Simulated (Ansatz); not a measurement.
**LaBr: from the start to rest**

Aim: in LaBr, a known structure type filled with other elements, at an estimated volume, relax cell and atoms, then read levels, charges and fields where it ends.

All numbers below are computed with Ansatz 0.2.0 (DFT, r2SCAN, no spin polarisation, plane waves, PAW).

**1. The cell**

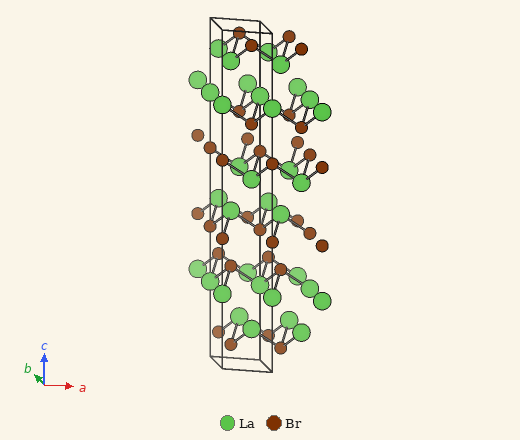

Viewed slightly off an axis; lanthanum green, bromine brown. 2×2×1 cells are drawn. The cell drawn here is the conventional one.

The structure is trigonal, space group R-3m (No. 166). The conventional cell has a = 4.247 Å, b = 4.247 Å, c = 28.566 Å, α = 90.00°, β = 90.00°, γ = 120.00°. La (site symmetry 3m) is surrounded by 3 Br at 3.01 Å. Around Br (site symmetry 3m) lie 3 La at 3.01 Å.

The coordinates stand in the input below.

The first density is read from a saved solution for the starting cell.

**2. The relaxation**

input.yaml reads:

```yaml
crystal:
  lattice:
    - [4.246799, 0.0, 0.0]
    - [-2.123399, 3.67784, 0.0]
    - [-2.123399, 1.225947, 9.521986]
  atoms:
    - { symbol: La, position: [0.22101, 0.77899, 0.66303] }
    - { symbol: La, position: [0.77899, 0.22101, 0.33697] }
    - { symbol: Br, position: [0.3843, 0.6157, 0.1529] }
    - { symbol: Br, position: [0.6157, 0.3843, 0.8471] }
  symmetry: { tolerance: 0.0003 }
kpoints:
  mp_grid: { grid: [7, 7, 7], shift: [0, 0, 0] }
magnetization:
  spin_polarized: false
scf:
  occupations: { method: cold, width: 0.0111 }
  lower_state_search: "off"
hamiltonian:
  pseudopotentials: { kind: paw }
  xc: r2scan
basis:
  ecutwfc: 500
  fft_grid_basis: typed
relax:
  max_steps: 60
  cell: { p_target: 0.0 }
output:
  forces: true
  stress: true
  eigenvalues: true
  bader: true
  populations: true
  elf: true
  write_potential: true
  volumetric_format: npy
  dos:
    e_range: [-12, 8]
    de: 0.05
    projected: { site_lists: { Br: [Br], La: [La] } }
  write_density: true
checkpoint:
  read: saved_state
```

Launch:

```bash
$ ansatz run input.yaml --threads 2 --pin off --max-ram 2560MiB --backend cpu --events-out ev --progress --plain --runs-dir out
```

Log:

```text
Warning: crystal.lattice misses the space group found at crystal.symmetry.tolerance 3.0e-4 in a digit that the deck types, which is why this is a warning: making the lattice exact moves one of its numbers by a whole unit of that number's last typed decimal, or more. The operation that it misses by the most changes a squared length by the fraction 2.11e-6. The run uses the lattice that is a stretch of the typed one, with no rotation, onto the one that keeps every operation to a double's rounding (on a very oblique basis the stretch itself rounds by more); the deck's lattice vector that moved farthest moved by 2.43e-6 Å. To run the lattice as typed, set crystal.symmetry.tolerance under 2.80e-7, the least fraction by which an operation that the lattice misses changes a squared length (the same key also sets how far an atom may lie from its image, so lowering it can lose operations that the atoms keep only within it), or set crystal.symmetry.detect: false (a key that needs symmetry detection or time reversal refuses this as the deck is read). crystal.lattice made exact, in Å and degrees: [[4.246801414037069, -2.8867513509571313e-7, -7.433327084358838e-8], [-2.1234004570185347, 3.677838053721345, -2.720783750677498e-8], [-2.1234004570184926, 1.2259462807987738, 9.521986015708487]]. Pasted over the deck's crystal.lattice, beside positions in fractional coordinates, it runs the same cell (given as lengths and angles, that cell in the form's own orientation, a rigid turn of the misfit's size from the one run here, for which a checkpoint.post_process_only pass over this run's state can be refused: where this run relaxes nothing, give such a pass this deck's own crystal.lattice, as typed; behind a relaxation, as crystal.lattice, the state's own cell, identity.cell in its checkpoint.json), and a matrix so pasted ends this notice, except on a very skew basis of the lattice, where the rounding of the pasted numbers themselves can read as a misfit: the cell is then moved again, and that move is told again. The lattice as run is in this notice's lattice.as_run_ang field (Run.prep()["deck_notices"] in Python, the deck_notice line of an events file, deck_notices of ansatz run --dry-run=json, or deck_notices in record.json in the deck's checkpoint.write directory).
Warning: RAYON_NUM_THREADS=2 ignored (pool sized by the plan → 2); use --threads N
La: projections on atomic orbitals take those of the free atom [Kr 4d10] 4f0 5s2 5p6 5d1 6s2, of charge +0.00 (hamiltonian.pseudopotentials.projection_atoms); the dataset's partial waves leave at most 1.9e-5 of an orbital's norm unspanned inside its sphere
Engine: ansatz 0.2.0, aarch64-unknown-linux-gnu
Pseudopotentials: kind: paw
Pseudopotential: La, paw, valence charge 11, recommended cutoff 500 eV (meta_gga), La.paw.azcp
Pseudopotential: Br, paw, valence charge 7, recommended cutoff 500 eV (meta_gga), Br.paw.azcp
Functional definition: r2SCAN
  parameter k0 = 0.174
  parameter k1 = 0.065
  parameter a1 = 4.9479
  exchange = r2scan_x(k0 = k0, k1 = k1, a1 = a1)
  correlation = r2scan_c
Crystal: 4 atoms, lattice volume = 148.724 Å³
Basis set: ecut = 500 eV, 3761 PW (Γ), exchange–correlation on 128×128×288 points (64 copies of the dense FFT grid, shifted against one another)
Bands: 22, of which v1, the nominal top of the filled ones, is band 18 counted from 1 (17 counted from 0)
Symmetry: 12 space group operations
Space group: R-3m (ITA 166), of the structure as read, at distance tolerance 1.6e-3 Å
k-points: 44 of 343
Non-local potential: La, projectors of the file, l = 0: 3, l = 1: 2, l = 2: 2, l = 3: 3
Non-local potential: Br, projectors of the file, l = 0: 2, l = 1: 2, l = 2: 2
PAW form: soft (Blöchl's): semilocal exchange-correlation on the pseudo side does not see the compensation charge
PAW frozen core: La, regenerated for the run's functional (the file was generated under x = pbe(κ = 0.804, μ = 0.2195149727645171), c = pbe(β = 0.06672455060314922))
PAW frozen core: Br, regenerated for the run's functional (the file was generated under x = pbe(κ = 0.804, μ = 0.2195149727645171), c = pbe(β = 0.06672455060314922))
PAW one-centre angular grid: La, 974 points (default); XC on 160 Gauss nodes
PAW one-centre angular grid: Br, 302 points (default); XC on 160 Gauss nodes
Initial density: read from a saved state, or passed on in memory by an earlier SCF of this step, an earlier step, the calling program or the single point that the run made first
Initial wavefunctions: pseudopotential atomic-orbital guess
Functional: x = r2scan, c = r2scan; τ floored in thin density (d = 2e-4 eV/Å³)
iter 1 solved again at ethr=9.25e-7 eV; its pass at ethr=3.10e-3 eV (dr2=3.33e-4 eV) is discarded
SCF iter   1: F=—  HF=-18120.510388 eV  |F-HF|=—  |Δ(HF+E_count)|=         —  Δρ=5.72e-4  dr2=1.02e-4  dr2_τ=4.16e-4  ethr=9.25e-7  ⟨swp⟩=4.6  Hψ=8755  notcnv=0
preconditioner: auto → LDOS  [insulator: Δε(μ)=0.023 eV  Ē_g=4.891 eV  σ=0.011 eV  W_gap=0.93  n_scr=30 (ndim 8)  ℏωp=12.2 eV  f_vac=0.022  D(μ)=2.77/eV (n_scr^D=16)  ε∞_Penn≈7.2  β→1.0]
SCF iter   2: F=—  HF=-18120.510573 eV  |F-HF|=—  |Δ(HF+E_count)|=   1.86e-4  S|Δr|=    0.00e0  Δρ=1.06e-4  dr2=5.00e-5  dr2_τ=1.27e-6  ethr=2.83e-7  ⟨swp⟩=2.7  Hψ=1979  notcnv=0
SCF iter   3: F=—  HF=-18120.510663 eV  |F-HF|=—  |Δ(HF+E_count)|=   8.91e-5  S|Δr|=    0.00e0  Δρ=6.79e-5  dr2=2.52e-5  dr2_τ=5.50e-7  ethr=1.39e-7  ⟨swp⟩=3.1  Hψ=1917  notcnv=0
SCF iter   4: F=—  HF=-18120.510658 eV  |F-HF|=—  |Δ(HF+E_count)|=   4.41e-6  S|Δr|=    0.00e0  Δρ=2.57e-5  dr2=2.20e-6  dr2_τ=1.21e-7  ethr=6.99e-8  ⟨swp⟩=2.0  Hψ=1296  notcnv=0
SCF iter   5: F=—  HF=-18120.510658 eV  |F-HF|=—  |Δ(HF+E_count)|=   2.10e-7  S|Δr|=    0.00e0  Δρ=8.51e-6  dr2=2.41e-7  dr2_τ=2.48e-8  ethr=6.10e-9  ⟨swp⟩=2.7  Hψ=1680  notcnv=0
SCF iter   6: F=-18120.510658 eV  HF=-18120.510658 eV  |F-HF|=2.61e-9  |Δ(HF+E_count)|=   1.51e-8  S|Δr|=    0.00e0  Δρ=1.90e-6  dr2=6.27e-9  dr2_τ=3.94e-10  ethr=2.78e-10  ⟨swp⟩=13.2  Hψ=7616  notcnv=0
SCF 1 converged in 6 iterations: F = -18120.510658 eV  dr2 = 6.27e-9
relax step   1: F+E_penalty+E_count = -18120.51065787 eV  Δ(F+E_penalty+E_count) = +0.000e0 eV  max|allowed force component| = 8.015e-1 eV/Å  Δτ_max = 0.0000 Å  P = +0.464 GPa  Ω = 148.724 Å³  (6 SCF iters, dr2 threshold 1.00e-7 eV, accepted)
Crystal: 4 atoms, lattice volume = 144.790 Å³
Basis set: ecut = 500 eV, 3701 PW (Γ), exchange–correlation on 128×128×288 points (64 copies of the dense FFT grid, shifted against one another)
Initial density: handed on by an earlier stage of this run
Initial wavefunctions: those handed on with the density
iter 1 solved again at ethr=1.56e-3 eV; its pass at ethr=3.10e-3 eV (dr2=5.60e-1 eV) is discarded
SCF iter   1: F=—  HF=-18120.432594 eV  |F-HF|=—  |Δ(HF+E_count)|=         —  Δρ=1.13e-2  dr2=5.72e-1  dr2_τ=2.95e-1  ethr=1.56e-3  ⟨swp⟩=1.0  Hψ=8854  notcnv=0
preconditioner: auto → LDOS  [metal: Δε(μ)=0.002 eV  Ē_g=4.153 eV  σ=0.011 eV  W_gap=0.12  n_scr=30 (ndim 8)  ℏωp=12.3 eV  f_vac=0.026  D(μ)=23.82/eV (n_scr^D=406)  β→1.0]
SCF iter   2: F=—  HF=-18120.567676 eV  |F-HF|=—  |Δ(HF+E_count)|=   1.35e-1  S|Δr|=    0.00e0  Δρ=5.90e-3  dr2=1.86e-1  dr2_τ=2.27e-3  ethr=1.56e-3  ⟨swp⟩=4.6  Hψ=2268  notcnv=0
SCF iter   3: F=—  HF=-18120.561733 eV  |F-HF|=—  |Δ(HF+E_count)|=   5.94e-3  S|Δr|=    0.00e0  Δρ=3.44e-3  dr2=7.32e-2  dr2_τ=1.13e-3  ethr=5.16e-4  ⟨swp⟩=4.6  Hψ=2348  notcnv=0
SCF iter   4: F=—  HF=-18120.552143 eV  |F-HF|=—  |Δ(HF+E_count)|=   9.59e-3  S|Δr|=    0.00e0  Δρ=2.07e-3  dr2=2.29e-2  dr2_τ=2.60e-4  ethr=2.03e-4  ⟨swp⟩=3.9  Hψ=2054  notcnv=0
SCF iter   5: F=—  HF=-18120.558103 eV  |F-HF|=—  |Δ(HF+E_count)|=   5.96e-3  S|Δr|=    0.00e0  Δρ=9.63e-4  dr2=1.94e-3  dr2_τ=3.50e-5  ethr=6.36e-5  ⟨swp⟩=3.5  Hψ=1638  notcnv=0
SCF iter   6: F=—  HF=-18120.558749 eV  |F-HF|=—  |Δ(HF+E_count)|=   6.46e-4  S|Δr|=    0.00e0  Δρ=4.53e-4  dr2=3.09e-4  dr2_τ=6.46e-6  ethr=5.39e-6  ⟨swp⟩=2.9  Hψ=1665  notcnv=0
SCF iter   7: F=—  HF=-18120.559259 eV  |F-HF|=—  |Δ(HF+E_count)|=   5.10e-4  S|Δr|=    0.00e0  Δρ=2.16e-4  dr2=4.16e-5  dr2_τ=1.11e-6  ethr=8.58e-7  ⟨swp⟩=2.5  Hψ=1834  notcnv=0
SCF iter   8: F=—  HF=-18120.559452 eV  |F-HF|=—  |Δ(HF+E_count)|=   1.93e-4  S|Δr|=    0.00e0  Δρ=9.99e-5  dr2=6.63e-6  dr2_τ=2.04e-7  ethr=1.16e-7  ⟨swp⟩=2.5  Hψ=1803  notcnv=0
SCF iter   9: F=—  HF=-18120.559503 eV  |F-HF|=—  |Δ(HF+E_count)|=   5.15e-5  S|Δr|=    0.00e0  Δρ=4.72e-5  dr2=1.31e-6  dr2_τ=3.52e-8  ethr=1.84e-8  ⟨swp⟩=2.3  Hψ=1777  notcnv=0
SCF iter  10: F=-18120.559515 eV  HF=-18120.559514 eV  |F-HF|=1.08e-6  |Δ(HF+E_count)|=   1.07e-5  S|Δr|=    0.00e0  Δρ=1.78e-5  dr2=2.42e-7  dr2_τ=3.79e-9  ethr=1.11e-9  ⟨swp⟩=14.9  Hψ=9542  notcnv=0
SCF 2 converged in 10 iterations: F = -18120.559515 eV  dr2 = 2.42e-7
  Residual-converged pass: ⟨swp⟩=1.0  Hψ=1145  notcnv=0  max |occ|·‖R‖ = 7.1e-9 eV (tolerance 1.0e-8 eV)  dr2=2.42e-7  dr2_τ=3.79e-9  dr2_onsite=8.00e-9  max |Δocc| = 2.7e-9
relax step   2: F+E_penalty+E_count = -18120.55951512 eV  Δ(F+E_penalty+E_count) = -4.886e-2 eV  max|allowed force component| = 6.035e-1 eV/Å  Δτ_max = 0.1944 Å  P = -0.875 GPa  Ω = 144.790 Å³  energy of the carried Pulay correction = +5.482e-4 eV  (10 SCF iters, dr2 threshold 4.00e-7 eV, accepted)
Crystal: 4 atoms, lattice volume = 143.078 Å³
Basis set: ecut = 500 eV, 3605 PW (Γ), exchange–correlation on 128×128×288 points (64 copies of the dense FFT grid, shifted against one another)
iter 1 solved again at ethr=1.47e-4 eV; its pass at ethr=3.10e-3 eV (dr2=5.27e-2 eV) is discarded
SCF iter   1: F=—  HF=-18120.537150 eV  |F-HF|=—  |Δ(HF+E_count)|=         —  Δρ=5.23e-3  dr2=5.43e-2  dr2_τ=3.48e-2  ethr=1.47e-4  ⟨swp⟩=3.0  Hψ=9092  notcnv=0
preconditioner: auto → LDOS  [metal: Δε(μ)=0.006 eV  Ē_g=4.706 eV  σ=0.011 eV  W_gap=0.31  n_scr=30 (ndim 8)  ℏωp=12.4 eV  f_vac=0.020  D(μ)=12.02/eV (n_scr^D=150)  β→1.0]
SCF iter   2: F=—  HF=-18120.640683 eV  |F-HF|=—  |Δ(HF+E_count)|=   1.04e-1  S|Δr|=    0.00e0  Δρ=1.81e-3  dr2=8.09e-3  dr2_τ=2.19e-4  ethr=1.47e-4  ⟨swp⟩=5.2  Hψ=2301  notcnv=0
SCF iter   3: F=—  HF=-18120.641661 eV  |F-HF|=—  |Δ(HF+E_count)|=   9.79e-4  S|Δr|=    0.00e0  Δρ=6.15e-4  dr2=8.85e-4  dr2_τ=2.17e-5  ethr=2.25e-5  ⟨swp⟩=5.6  Hψ=2239  notcnv=0  defer=1
SCF iter   4: F=—  HF=-18120.642126 eV  |F-HF|=—  |Δ(HF+E_count)|=   4.65e-4  S|Δr|=    0.00e0  Δρ=2.80e-4  dr2=2.55e-4  dr2_τ=2.18e-6  ethr=2.46e-6  ⟨swp⟩=2.9  Hψ=1673  notcnv=0
SCF iter   5: F=—  HF=-18120.642409 eV  |F-HF|=—  |Δ(HF+E_count)|=   2.83e-4  S|Δr|=    0.00e0  Δρ=1.08e-4  dr2=3.86e-5  dr2_τ=2.53e-7  ethr=7.08e-7  ⟨swp⟩=2.2  Hψ=1454  notcnv=0
SCF iter   6: F=—  HF=-18120.642433 eV  |F-HF|=—  |Δ(HF+E_count)|=   2.44e-5  S|Δr|=    0.00e0  Δρ=3.82e-5  dr2=5.35e-6  dr2_τ=5.09e-8  ethr=1.07e-7  ⟨swp⟩=2.5  Hψ=1618  notcnv=0
SCF iter   7: F=—  HF=-18120.642435 eV  |F-HF|=—  |Δ(HF+E_count)|=   1.71e-6  S|Δr|=    0.00e0  Δρ=1.89e-5  dr2=1.59e-6  dr2_τ=1.26e-8  ethr=1.49e-8  ⟨swp⟩=3.0  Hψ=1724  notcnv=0
SCF iter   8: F=-18120.642435 eV  HF=-18120.642435 eV  |F-HF|=2.47e-7  |Δ(HF+E_count)|=   1.21e-7  S|Δr|=    0.00e0  Δρ=1.25e-5  dr2=2.71e-7  dr2_τ=4.53e-9  ethr=1.11e-9  ⟨swp⟩=12.6  Hψ=9289  notcnv=0
SCF 3 converged in 8 iterations: F = -18120.642435 eV  dr2 = 2.71e-7
relax step   3: F+E_penalty+E_count = -18120.64243503 eV  Δ(F+E_penalty+E_count) = -8.292e-2 eV  max|allowed force component| = 5.161e-2 eV/Å  Δτ_max = 0.0587 Å  P = +0.567 GPa  Ω = 143.078 Å³  energy of the carried Pulay correction = +7.913e-4 eV  (8 SCF iters, dr2 threshold 4.00e-7 eV, accepted)
Crystal: 4 atoms, lattice volume = 146.958 Å³
Basis set: ecut = 500 eV, 3727 PW (Γ), exchange–correlation on 128×128×288 points (64 copies of the dense FFT grid, shifted against one another)
iter 1 solved again at ethr=4.70e-4 eV; its pass at ethr=3.10e-3 eV (dr2=1.69e-1 eV) is discarded
SCF iter   1: F=—  HF=-18120.614101 eV  |F-HF|=—  |Δ(HF+E_count)|=         —  Δρ=3.52e-3  dr2=1.73e-1  dr2_τ=3.92e-2  ethr=4.70e-4  ⟨swp⟩=1.2  Hψ=8630  notcnv=0
preconditioner: auto → LDOS  [insulator: Δε(μ)=0.020 eV  Ē_g=4.869 eV  σ=0.011 eV  W_gap=0.85  n_scr=30 (ndim 8)  ℏωp=12.3 eV  f_vac=0.029  D(μ)=4.78/eV (n_scr^D=36)  ε∞_Penn≈7.3  β→1.0]
SCF iter   2: F=—  HF=-18120.670530 eV  |F-HF|=—  |Δ(HF+E_count)|=   5.64e-2  S|Δr|=    0.00e0  Δρ=3.68e-3  dr2=5.36e-2  dr2_τ=1.10e-3  ethr=4.70e-4  ⟨swp⟩=5.5  Hψ=2221  notcnv=0
SCF iter   3: F=—  HF=-18120.657484 eV  |F-HF|=—  |Δ(HF+E_count)|=   1.30e-2  S|Δr|=    0.00e0  Δρ=8.96e-4  dr2=8.84e-3  dr2_τ=5.21e-5  ethr=1.49e-4  ⟨swp⟩=3.3  Hψ=1879  notcnv=0
SCF iter   4: F=—  HF=-18120.656384 eV  |F-HF|=—  |Δ(HF+E_count)|=   1.10e-3  S|Δr|=    0.00e0  Δρ=4.07e-4  dr2=1.42e-3  dr2_τ=7.15e-6  ethr=2.46e-5  ⟨swp⟩=4.4  Hψ=1728  notcnv=0  defer=2
SCF iter   5: F=—  HF=-18120.656301 eV  |F-HF|=—  |Δ(HF+E_count)|=   8.30e-5  S|Δr|=    0.00e0  Δρ=1.96e-4  dr2=7.44e-5  dr2_τ=2.28e-6  ethr=3.94e-6  ⟨swp⟩=4.9  Hψ=2015  notcnv=0  defer=2
SCF iter   6: F=—  HF=-18120.656443 eV  |F-HF|=—  |Δ(HF+E_count)|=   1.42e-4  S|Δr|=    0.00e0  Δρ=8.64e-5  dr2=1.19e-5  dr2_τ=2.35e-7  ethr=2.07e-7  ⟨swp⟩=2.6  Hψ=1701  notcnv=0
SCF iter   7: F=—  HF=-18120.656454 eV  |F-HF|=—  |Δ(HF+E_count)|=   1.13e-5  S|Δr|=    0.00e0  Δρ=4.91e-5  dr2=2.95e-6  dr2_τ=6.19e-8  ethr=3.30e-8  ⟨swp⟩=2.0  Hψ=1553  notcnv=0
SCF iter   8: F=—  HF=-18120.656460 eV  |F-HF|=—  |Δ(HF+E_count)|=   6.09e-6  S|Δr|=    0.00e0  Δρ=2.05e-5  dr2=4.01e-7  dr2_τ=8.76e-9  ethr=8.20e-9  ⟨swp⟩=3.0  Hψ=1685  notcnv=0
SCF iter   9: F=-18120.656462 eV  HF=-18120.656462 eV  |F-HF|=1.09e-7  |Δ(HF+E_count)|=   1.53e-6  S|Δr|=    0.00e0  Δρ=6.04e-6  dr2=2.70e-8  dr2_τ=1.23e-9  ethr=1.11e-9  ⟨swp⟩=15.0  Hψ=9286  notcnv=0
SCF 4 converged in 9 iterations: F = -18120.656462 eV  dr2 = 2.70e-8
relax step   4: F+E_penalty+E_count = -18120.65646203 eV  Δ(F+E_penalty+E_count) = -1.403e-2 eV  max|allowed force component| = 1.423e-1 eV/Å  Δτ_max = 0.0491 Å  P = +0.363 GPa  Ω = 146.958 Å³  energy of the carried Pulay correction = +2.442e-4 eV  (9 SCF iters, dr2 threshold 4.00e-7 eV, accepted)
```

(Part 1 of 2 ends here.)
